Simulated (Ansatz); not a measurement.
Scan of H3, doublet: collinear H-H-H surface. Scanned: first H-H distance and second H-H distance.

Calculation: UHF/aug-cc-pVTZ (Ansatz, a quantum-chemistry and plane-wave program).

Energy in kcal/mol above the lowest grid point; x is the first H-H distance (Å), y the second H-H distance (Å).

```csv
y \ x,0.63,0.69,0.75,0.82,0.88,0.93,1.02,1.09,1.23,1.33,1.61,1.80,2.15
2.15,6.2,1.0,0.1,2.7,7.1,11.7,21.5,29.8,46.6,56.1,71.2,75.8,79.3
1.76,8.7,3.4,2.3,4.7,8.9,13.4,22.8,30.6,45.6,54.0,67.6,71.8,75.1
1.57,11.2,5.7,4.4,6.6,10.5,14.7,23.5,30.7,43.9,51.2,63.2,66.9,69.8
1.34,16.3,10.2,8.3,9.7,12.9,16.3,23.5,29.1,38.9,44.2,52.6,55.1,56.9
1.19,21.2,14.4,11.8,12.2,14.4,16.9,22.1,26.1,32.8,36.1,40.8,41.7,42.0
1.10,25.0,17.7,14.4,13.9,15.1,16.8,20.5,23.3,27.7,29.7,31.8,31.7,31.0
1,30.4,22.0,17.7,15.9,15.9,16.5,18.2,19.5,21.3,21.8,21.3,20.4,19.2
0.93,35.0,25.9,20.7,17.7,16.7,16.4,16.6,16.8,16.8,16.4,14.4,13.1,11.7
0.88,39.0,29.2,23.2,19.3,17.6,16.7,15.7,15.2,14.0,13.0,10.1,8.7,7.1
0.80,47.1,36.0,28.8,23.3,20.2,18.3,15.6,14.0,11.0,9.2,5.2,3.4,1.6
0.74,55.2,43.1,34.8,28.1,24.0,21.3,17.5,15.0,11.0,8.6,3.9,1.9,0.0
0.69,63.9,50.9,41.7,34.1,29.2,25.9,21.1,18.1,13.2,10.4,5.1,3.0,1.0
0.63,78.0,63.9,53.7,44.8,39.0,35.0,29.2,25.5,19.7,16.5,10.6,8.3,6.2
```

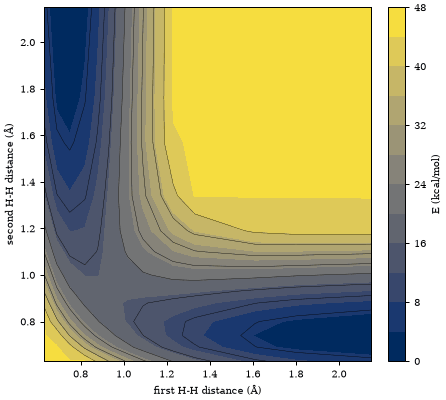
Figure: Energy surface, cut off at 44 kcal/mol.

Points that lie below all their neighbours on the grid: x = 2.15, y = 0.74 on the edge of the grid (0.0 kcal/mol); x = 0.75, y = 2.15 on the edge of the grid (0.1 kcal/mol). The lowest path on the grid from the first to the second passes x = 0.93, y = 0.93 at 16.4 kcal/mol.
